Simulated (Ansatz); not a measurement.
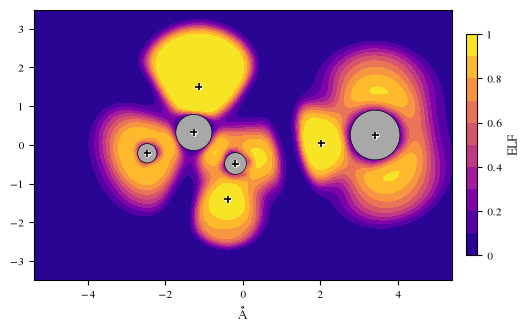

The electron localisation function on a plane through atoms (crosses mark nuclei in the plane; grey discs cover the cores).

Theory: RHF/def2-SVP (Ansatz).

Candidates:
A. H$_{3}$InO$_{2}$···H$_{2}$O
B. BFH$_{2}$O···HBr

Question: Which candidate gave the map?

Answer: Candidate B: BFH$_{2}$O···HBr on the molecular plane, which holds B, O, H, F and Br. O2···H7 (2.27 Å): the ELF dips to about 0.05 between them. B–F (1.32 Å): the ELF peaks at about 0.85 between the atoms: a shared but strongly polarised pair.
